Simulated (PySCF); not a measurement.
**C3H9NSi2: excited-state calculation**

C3H9NSi2, computed with TDDFT B3LYP/def2-SVPD, vertical, gas phase, core orbitals frozen in the response (PySCF 2.14.0).

The geometry comes from this level: GFN2-xTB. It belongs to a series of runs on one base structure; here: Si replaced by C.

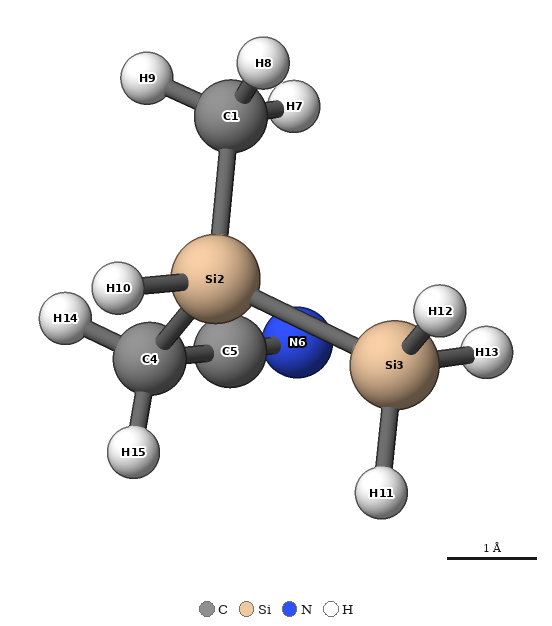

Figure 1. The input geometry (ball-and-stick view, seen at a tilt; atoms are numbered from 1 in the order of the input). Bond lengths as drawn: C–C 1.42 Å, C–H 1.09 Å, C–N 1.15 Å, C–Si 1.90 to 1.94 Å, H–Si 1.46 to 1.48 Å and Si–Si 2.32 Å.

Input file
```
{"job": {"kind": "uv", "xc": "B3LYP", "basis": "def2-SVPD", "nstates": 8, "ntriplets": 3}, "charge": 0, "multiplicity": 1}
C      0.212874     1.676927    -0.916925
Si     0.316591     0.453794     0.537255
Si     1.701775    -1.356453     0.106324
C     -1.499895    -0.140822     0.853614
C     -1.997311    -0.834385    -0.286960
N     -2.357852    -1.381540    -1.226441
H     -0.136221     1.176995    -1.817364
H      1.185295     2.107791    -1.137091
H     -0.471111     2.497737    -0.715213
H      0.624535     1.223607     1.761022
H      1.672265    -2.333313     1.199909
H      3.093639    -0.917129    -0.031933
H      1.338319    -2.065224    -1.120591
H     -2.152833     0.709071     1.057786
H     -1.534484    -0.809066     1.714697
```

The first line tells a small driver script what to run in PySCF; the rest is the geometry in Å.

Run as:
```bash
OMP_NUM_THREADS=1 python <driver script> task.json out
```

Log
```
coarse grid: 13152 points
cycle   1  E = -753.0269091922  dE =  2.934e-01  |g| = 5.400e-01  |ddm| = 4.960e+00
cycle   2  E = -752.8501553735  dE =  1.768e-01  |g| = 1.022e+00  |ddm| = 1.889e+00
cycle   3  E = -753.0925866314  dE = -2.424e-01  |g| = 2.173e-01  |ddm| = 1.310e+00
cycle   4  E = -753.1033786036  dE = -1.079e-02  |g| = 4.092e-02  |ddm| = 2.387e-01
cycle   5  E = -753.1037898115  dE = -4.112e-04  |g| = 9.989e-03  |ddm| = 6.695e-02
cycle   6  E = -753.1038200652  dE = -3.025e-05  |g| = 2.085e-03  |ddm| = 1.925e-02
cycle   7  E = -753.1038212671  dE = -1.202e-06  |g| = 5.839e-04  |ddm| = 3.826e-03
final grid: 116816 points
cycle   8  E = -753.2070845787  dE = -2.416e-05  |g| = 4.267e-03  |ddm| = 6.994e-02
cycle   9  E = -753.2070813086  dE =  3.270e-06  |g| = 5.559e-03  |ddm| = 1.222e-02
cycle  10  E = -753.2070891449  dE = -7.836e-06  |g| = 1.250e-03  |ddm| = 6.661e-03
cycle  11  E = -753.2070894812  dE = -3.363e-07  |g| = 2.178e-04  |ddm| = 1.379e-03
cycle  12  E = -753.2070894913  dE = -1.016e-08  |g| = 6.073e-05  |ddm| = 3.272e-04
cycle  13  E = -753.2070894925  dE = -1.141e-09  |g| = 1.536e-05  |ddm| = 1.113e-04
cycle  14  E = -753.2070894925  dE = -5.934e-11  |g| = 4.383e-06  |ddm| = 2.671e-05
```

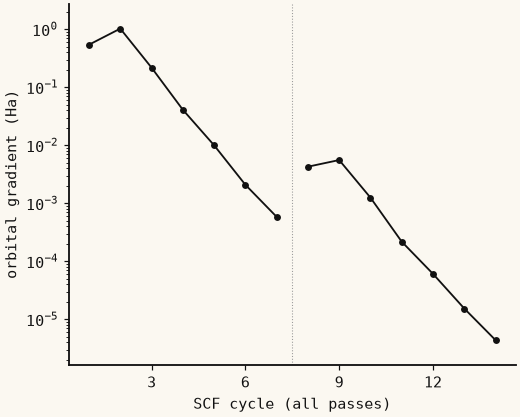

Figure 2. Convergence of the self-consistent field: orbital gradient against the SCF cycle. The dotted line marks the change from a coarse to the final integration grid. The first 7 cycles use a coarse grid, the final grid takes over at cycle 8, and the field converges after 14 cycles in all.

```
converged SCF energy = -753.2070894925

Static polarisability (au): isotropic 95.830, principal 87.641 98.336 101.512

Singlet excitations
state   eV       nm        f      main configurations
  1   6.9597    178.1   0.00138   H->L 0.80
  2   7.1034    174.5   0.05567   H->L+1 0.66, H-1->L 0.16, H->L 0.10
  3   7.1495    173.4   0.02719   H-1->L 0.70, H->L+1 0.22
  4   7.3539    168.6   0.02661   H-1->L+1 0.74, H->L+2 0.10
  5   7.4596    166.2   0.01952   H->L+2 0.46, H-1->L+1 0.13, H->L+4 0.11
  6   7.6661    161.7   0.00652   H->L+2 0.28, H->L+4 0.22, H-1->L+2 0.17
  7   7.7209    160.6   0.01194   H-2->L 0.35, H-1->L+2 0.25
  8   7.7771    159.4   0.02351   H-2->L+1 0.46, H->L+3 0.16

Triplet excitations (Tamm-Dancoff, eV): 6.2646 6.3058 6.4157
```

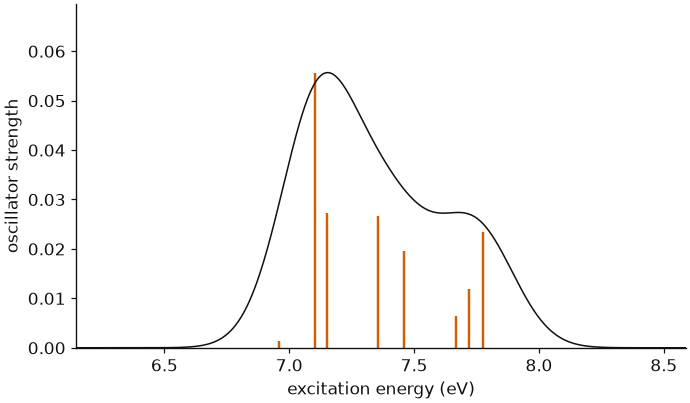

Figure 3. Computed excitations as sticks (degenerate states added up, dark ones marked on the axis), with a Gaussian envelope of 0.35 eV full width at half maximum, scaled to the tallest. Of the 8 states the lowest lies at 6.96 eV (f = 0.001); the strongest line is at 7.10 eV, or 175 nm (f = 0.056).

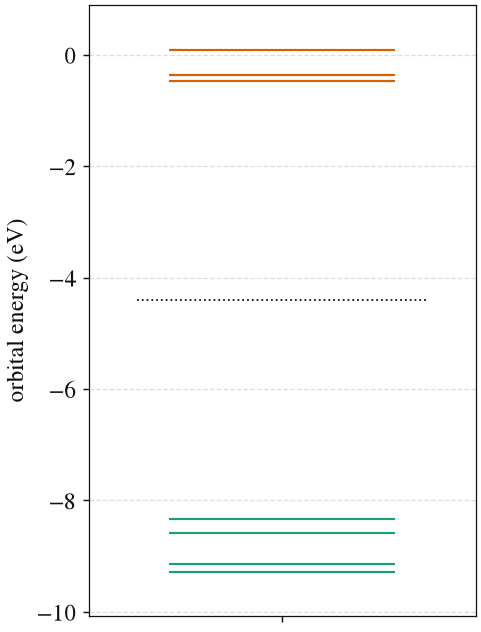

Figure 4. Orbital energies near the frontier; the dotted line parts filled from empty levels, and levels within 0.02 eV of each other stand side by side. Highest filled −8.33 eV, lowest empty −0.48 eV, 7.85 eV apart.

Summary

- outcome: converged
- total energy: −753.207089 hartree
- HOMO: −8.33 eV
- LUMO: −0.48 eV
- dipole moment: 3.82 D
- mean polarisability: 95.83 a.u.
- lowest singlet excitation: 6.96 eV
- hardware: 1 CPU thread, shared host
- wall time: 35 s
- peak memory: 0.75 GiB
